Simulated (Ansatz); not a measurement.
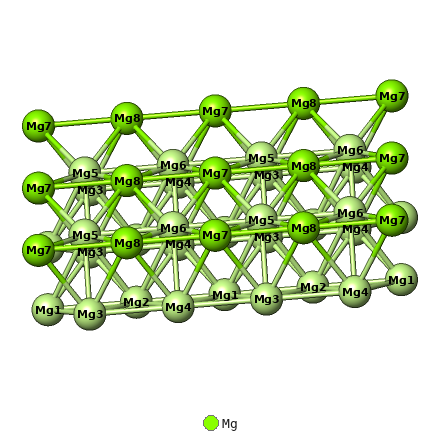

The system is Li on a Mg(100) slab cut from the P6_3/mmc phase, its upper half relaxed before the scan (8 atoms of substrate and one adsorbate in a 2 × 1 cell); the picture shows it without the atoms that are moved over the map. Li is moved over the surface cell; relaxed at each place: the height of the adsorbate's atoms; substrate rigid; the origin of the map has the adsorbate above Mg7. Places are given modulo a cell vector. The map is drawn in real space over the plane of the surface. The grid has 8 × 8 points; 25 points were computed and 39 follow by symmetry. Places are given in fractions of the 1 × 1 surface cell. Energies: eV, counted from the lowest grid point. All numbers below come from DFT LDA, scalar-relativistic, plane waves, PAW in Ansatz. Settings: cutoff 420 eV, k-mesh 4×5×1, gaussian smearing 0.1 eV, no spin polarisation.

Range: position of Li9 along the first surface vector from 0.000 to 0.875; position of Li9 along the second surface vector from 0.000 to 0.875.

What landscape does the calculation give?

Answer. The lowest grid point is at the trough between two rows of top atoms, (0/8, 4/8) of the cell vectors. No other kind of well shows on this grid. The highest grid point, the top site over a surface Mg atom, (0/8, 0/8) of the cell vectors, lies 0.77 eV above the lowest. On the interpolated surface the easiest way out of the lowest well to its copy in the next cell or period passes a barrier of about 0.093 eV. At the lowest point the adsorbate has 2 Mg at 2.91 Å as nearest neighbours, at the highest 1 Mg at 2.62 Å. Its relaxed height above the top atom is 1.67 Å at the lowest and 2.62 Å at the highest point.

```csv
"second ↓, first →",0/8,1/8,2/8,3/8,4/8,5/8,6/8,7/8
7/8,0.70,0.68,0.61,0.51,0.46,0.51,0.61,0.68
6/8,0.49,0.46,0.39,0.31,0.27,0.31,0.39,0.46
5/8,0.16,0.15,0.14,0.12,0.12,0.12,0.14,0.15
4/8,0.00,0.02,0.05,0.08,0.09,0.08,0.05,0.02
3/8,0.16,0.15,0.14,0.12,0.12,0.12,0.14,0.15
2/8,0.49,0.46,0.39,0.31,0.27,0.31,0.39,0.46
1/8,0.70,0.68,0.61,0.51,0.46,0.51,0.61,0.68
0/8,0.77,0.75,0.68,0.59,0.54,0.59,0.68,0.75
```

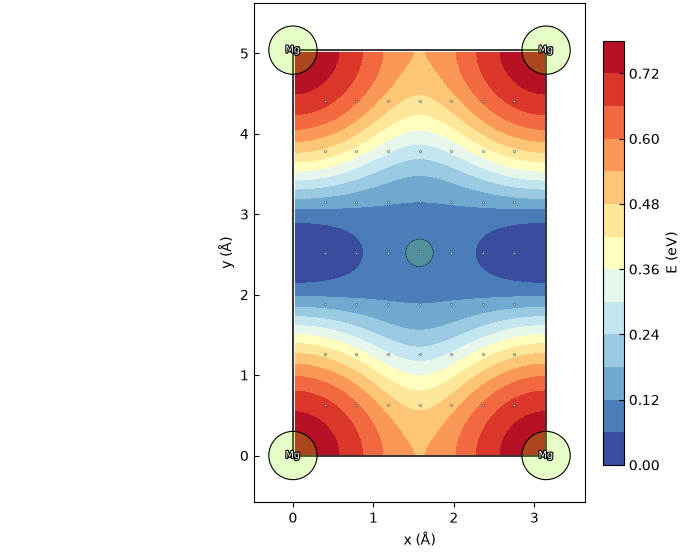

The picture shows filled contours, dots at the grid points, labelled circles for the atoms of the top layer and small ones for the second layer, the outline of one cell of the plane. Between grid points the surface is interpolated.

Each point was launched as `ansatz run input.yaml --threads 4 --pin off --max-ram 12288MiB --backend cpu --events-out ev --progress --plain --runs-dir out`. Time for the 25 points that were run: 6.6 min on 4 threads of Arm Neoverse V2, with other jobs on the host.
